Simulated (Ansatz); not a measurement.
## Run report: GeH$_{3}$SOF$_{3}$, nudged elastic band (part 2 of 2)

Continued. System: GeH$_{3}$SOF$_{3}$. Method: RKS PBE-D4/def2-SVP (Ansatz 0.2.0). One setting was made poor on purpose. It belongs to a series of runs on one base structure; here: band between the two ends.

Geometry of the input (Å):
```
Ge -0.0387  -0.0654  0.0792
F  0.1009  0.3239  1.7708
F  1.4194  0.2892  -0.7883
F  -1.1216  1.1833  -0.4883
O  -0.9451  -1.5343  -0.3393
H  -1.7700  -1.2323  -0.7748
S  1.6507  -2.2499  1.0829
H  0.5456  -3.0436  1.0269
H  1.3648  -1.8496  2.3526
```

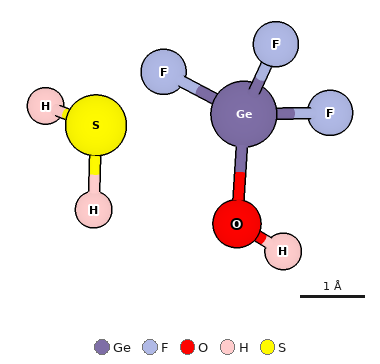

*The structure as given in the input (ball-and-stick view, seen at a tilt). Sticks mark near contacts.*

Log, continued:
```
NEB iter  49: max|band force component| = 1.147e-1 eV/Å  barrier→ = 0.6628 eV  barrier← = 0.8440 eV  CI = image 4  Δτ_max = 0.0504 Å  (173 SCF iters)
NEB iter  50: max|band force component| = 1.575e-1 eV/Å  barrier→ = 0.6628 eV  barrier← = 0.8440 eV  CI = image 4  Δτ_max = 0.0500 Å  (171 SCF iters)
NEB iter  51: max|band force component| = 1.406e-1 eV/Å  barrier→ = 0.6628 eV  barrier← = 0.8440 eV  CI = image 4  Δτ_max = 0.1001 Å  (172 SCF iters)
NEB iter  52: max|band force component| = 8.826e-2 eV/Å  barrier→ = 0.6628 eV  barrier← = 0.8440 eV  CI = image 4  Δτ_max = 0.1990 Å  (168 SCF iters)
NEB iter  53: max|band force component| = 1.691e-1 eV/Å  barrier→ = 0.6628 eV  barrier← = 0.8440 eV  CI = image 4  Δτ_max = 0.1011 Å  (180 SCF iters)
NEB iter  54: max|band force component| = 9.998e-2 eV/Å  barrier→ = 0.6628 eV  barrier← = 0.8440 eV  CI = image 4  Δτ_max = 0.0999 Å  (180 SCF iters)
NEB iter  55: max|band force component| = 1.212e-1 eV/Å  barrier→ = 0.6628 eV  barrier← = 0.8440 eV  CI = image 4  Δτ_max = 0.0501 Å  (174 SCF iters)
the calculation of the forces begins
reference -77562.16868374 eV, -2850.3571256011 hartree; 43, 43 occupied and 78, 78 virtual orbitals, 1317 factors
1317 factors; their error is unknown
mean field evaluation 2560: about -77561.4699 eV, gradient 1.6e0 eV
mean field -77561.39304322 eV, -2850.3286213378 hartree, gradient 2.6e-5 eV, S^2 0.000000; 1 other end points of the search recorded, 0 dependent functions left out
the calculation of the forces begins
reference -77561.39307425 eV, -2850.3286224784 hartree; 43, 43 occupied and 78, 78 virtual orbitals, 1317 factors
NEB iter  56: max|band force component| = 4.206e-2 eV/Å  barrier→ = 0.6628 eV  barrier← = 0.8440 eV  CI = image 4  Δτ_max = 0.0000 Å  (377 SCF iters)
```

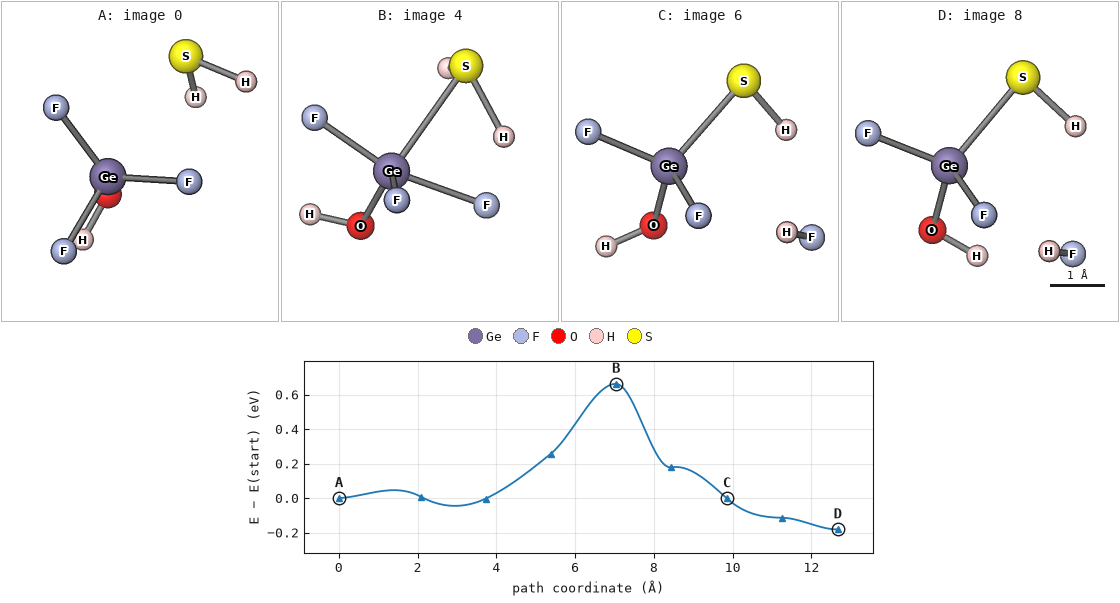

*Images of the last band (counted from 0; ball-and-stick, seen on its broad side) above the energy along the path; the line is a cubic interpolation that uses the forces.*

The highest image is number 4, 0.663 eV above the start and 0.844 eV above the end (the climbing image); the end lies 0.181 eV below the start. The path is 12.66 Å long. The band converged in 56 iterations.

```
Total energy: -77561.60528136 eV, -2850.3364209456 hartree
Atom 0 at     0.015526    -0.400931     0.109005 Å, force    -0.000014    -0.000034     0.000042 eV/Å
Atom 1 at    -0.532060    -0.407731     1.961569 Å, force     0.000056     0.000013    -0.000050 eV/Å
Atom 2 at     0.861293    -0.682820    -1.423291 Å, force     0.000002     0.000020     0.000011 eV/Å
Atom 3 at     0.166040     1.332128     0.151257 Å, force    -0.000010     0.000018    -0.000004 eV/Å
Atom 4 at    -1.498570    -1.224074    -0.309036 Å, force    -0.000009    -0.000008    -0.000004 eV/Å
Atom 5 at    -1.432264    -1.429913    -1.264471 Å, force    -0.000000    -0.000004     0.000002 eV/Å
Atom 6 at     1.796716    -1.547852     1.374535 Å, force     0.000034    -0.000032    -0.000010 eV/Å
Atom 7 at     1.210541    -2.755731     1.128040 Å, force    -0.000002     0.000007    -0.000011 eV/Å
Atom 8 at     0.618879    -1.061676     2.194193 Å, force    -0.000057     0.000020     0.000024 eV/Å
Dipole moment:     0.224289    -0.671187     0.138759 e Å
this run last wrote the band of iteration 56 to [file]
```

The last band as extended XYZ (Å, eV, eV/Å):
```
9
Properties=species:S:1:pos:R:3:forces:R:3 image=0 energy=-77562.26803
Ge   -0.0387   -0.0654    0.0792    0.0038  -0.0018  -0.0133
F     0.1009    0.3239    1.7708   -0.0047   0.0048   0.0146
F     1.4194    0.2892   -0.7883    0.0017   0.0043  -0.0018
F    -1.1216    1.1833   -0.4883   -0.0036   0.0074  -0.0024
O    -0.9451   -1.5343   -0.3393   -0.0010  -0.0246   0.0044
H    -1.7700   -1.2323   -0.7748   -0.0013   0.0145  -0.0025
S     1.6507   -2.2499    1.0829    0.0114  -0.0021  -0.0024
H     0.5456   -3.0436    1.0269   -0.0074  -0.0039   0.0017
H     1.3648   -1.8496    2.3526    0.0013   0.0015   0.0017
9
Properties=species:S:1:pos:R:3:forces:R:3 image=1 energy=-77562.25913
Ge   -0.2246    0.3332   -0.1703   -0.0022   0.0667  -0.0006
F     0.0506    0.6662    1.5126   -0.0173   0.0153  -0.0352
F     1.3310    0.3452   -0.9340   -0.0222  -0.0326   0.0052
F    -1.0989    1.6619   -0.8376   -0.0020   0.0895   0.0042
O    -1.2014   -1.0916   -0.4631   -0.1004   0.0502  -0.0455
H    -0.8114   -1.8069    0.0823    0.1508  -0.1107   0.0799
S     1.3555   -2.2924    1.2850   -0.0287  -0.0601   0.0066
H     0.9968   -3.5556    0.9225    0.0512  -0.0448   0.0245
H     0.8086   -2.4386    2.5244   -0.0292   0.0267  -0.0391
9
Properties=species:S:1:pos:R:3:forces:R:3 image=2 energy=-77562.27108
Ge   -0.2494    0.2009   -0.0213   -0.0142   0.0283  -0.0185
F    -0.1091    0.2430    1.7156    0.0294   0.0264  -0.0013
F     1.3450    0.1876   -0.6986    0.0249   0.0552   0.0441
F    -0.9460    1.7239   -0.4341   -0.0523   0.0097  -0.0140
O    -1.3071   -1.0603   -0.6252   -0.0187   0.0295  -0.0498
H    -0.7950   -1.8946   -0.6554    0.0795  -0.0546   0.0932
S     1.4740   -2.4886    1.0459   -0.0360  -0.0560  -0.0507
H     0.6545   -3.4557    1.5399   -0.0310  -0.0432   0.0458
H     1.1393   -1.6346    2.0549    0.0184   0.0046  -0.0487
9
Properties=species:S:1:pos:R:3:forces:R:3 image=3 energy=-77562.01041
Ge   -0.1714   -0.0565    0.0606   -0.0385   0.0470  -0.0292
F    -0.1557    0.0772    1.7988    0.0531   0.0760  -0.0233
F     1.1391   -0.3310   -1.0510    0.0483   0.0523   0.0632
F    -0.5420    1.5927   -0.3339   -0.1178   0.0410  -0.0768
O    -1.4577   -1.2123   -0.2848    0.0122  -0.0008   0.0227
H    -1.4397   -1.4428   -1.2342    0.0104  -0.0143  -0.0168
S     1.8301   -2.0948    1.4040    0.0066  -0.0791   0.0108
H     0.9344   -3.0809    1.1293   -0.0365  -0.0431   0.0089
H     1.0691   -1.6302    2.4330    0.0621  -0.0788   0.0405
9
Properties=species:S:1:pos:R:3:forces:R:3 image=4 energy=-77561.60525
Ge    0.0155   -0.4009    0.1090    0.0000   0.0000   0.0000
F    -0.5321   -0.4077    1.9616    0.0001   0.0000  -0.0001
F     0.8613   -0.6828   -1.4233    0.0000   0.0000   0.0000
F     0.1660    1.3321    0.1513    0.0000   0.0000   0.0000
O    -1.4986   -1.2241   -0.3090    0.0000   0.0000   0.0000
H    -1.4323   -1.4299   -1.2645    0.0000   0.0000   0.0000
S     1.7967   -1.5479    1.3745    0.0000   0.0000   0.0000
H     1.2105   -2.7557    1.1280    0.0000   0.0000   0.0000
H     0.6189   -1.0617    2.1942   -0.0001   0.0000   0.0000
9
Properties=species:S:1:pos:R:3:forces:R:3 image=5 energy=-77562.08959
Ge    0.3600   -0.5713   -0.2672   -0.0140  -0.0247   0.0218
F    -0.6096   -0.4547    2.6518    0.0106  -0.0032  -0.0358
F     0.9695   -0.4403   -1.8998   -0.0042   0.0005   0.0409
F     0.1742    1.0940    0.1898    0.0032   0.0165  -0.0089
O    -1.1341   -1.5102   -0.3392    0.0017   0.0270  -0.0071
H    -1.6184   -1.3021   -1.1632   -0.0067  -0.0137   0.0025
S     1.7942   -1.6143    1.0732   -0.0220   0.0107   0.0136
H     0.9647   -2.6996    1.0774    0.0122   0.0015  -0.0011
H     0.3056   -0.6801    2.5988    0.0192  -0.0147  -0.0260
9
Properties=species:S:1:pos:R:3:forces:R:3 image=6 energy=-77562.26934
Ge    0.4055   -0.7477   -0.2800    0.0014  -0.0506   0.0033
F    -0.3763   -0.8767    2.6218    0.0589  -0.0850  -0.0140
F     0.9462   -0.1801   -1.8357   -0.0066   0.0515   0.0103
F     0.2156    0.7611    0.6427    0.0046  -0.0846   0.0898
O    -1.1791   -1.5020   -0.4578   -0.0062   0.0010  -0.0327
H    -1.6586   -1.1135   -1.2158   -0.0084   0.0254  -0.0044
S     1.9177   -2.0307    0.6438    0.0311  -0.0932  -0.0941
H     0.9792   -2.4125    1.5584    0.0106   0.0773   0.1249
H    -0.0442   -0.0764    2.2443   -0.0853   0.1582  -0.0830
9
Properties=species:S:1:pos:R:3:forces:R:3 image=7 energy=-77562.38173
Ge    0.4063   -0.6387   -0.3995   -0.0010   0.0011  -0.0011
F    -0.3527   -1.0053    2.6068    0.0003   0.0002  -0.0004
F     1.1844    0.1455   -1.7357    0.0020   0.0017   0.0002
F     0.3327    0.6539    0.8302    0.0012  -0.0009   0.0009
O    -1.2704   -0.9207   -0.8731    0.0011   0.0034  -0.0013
H    -1.5299   -1.8402   -0.6692   -0.0001  -0.0058   0.0034
S     1.5935   -2.3065    0.3922   -0.0027  -0.0017  -0.0013
H     0.9628   -2.0831    1.5958    0.0003   0.0026   0.0002
H    -0.1205   -0.1836    2.1743   -0.0011  -0.0007  -0.0005
9
Properties=species:S:1:pos:R:3:forces:R:3 image=8 energy=-77562.44924
Ge    0.5380   -0.6497   -0.3776   -0.0249  -0.0187   0.0200
F    -0.8557   -1.1148    2.0946   -0.0037   0.0036   0.0038
F     1.1832    0.1211   -1.7854    0.0111  -0.0043   0.0120
F     0.4503    0.6316    0.8813    0.0018   0.0201  -0.0044
O    -1.1430   -1.0477   -0.7304   -0.0025  -0.0063   0.0153
H    -1.5553   -1.2833    0.1312    0.0090   0.0088  -0.0110
S     1.9220   -2.1992    0.3471    0.0281  -0.0103  -0.0271
H     1.1071   -2.3742    1.4305   -0.0165   0.0196  -0.0023
H    -0.4405   -0.2624    1.9304   -0.0025  -0.0124  -0.0064
```

Results in brief:

```tsv
quantity	value
outcome	converged
barrier, forward	0.663 eV
barrier, backward	0.844 eV
hardware	4 threads of AMD EPYC (Zen 3), 24 GiB of memory available, shared host
wall time	6.1 min (CPU time 22 min)
peak memory	0.21 GiB
```

A deliberately poor setting: spring. The order of the saddle point was not checked.
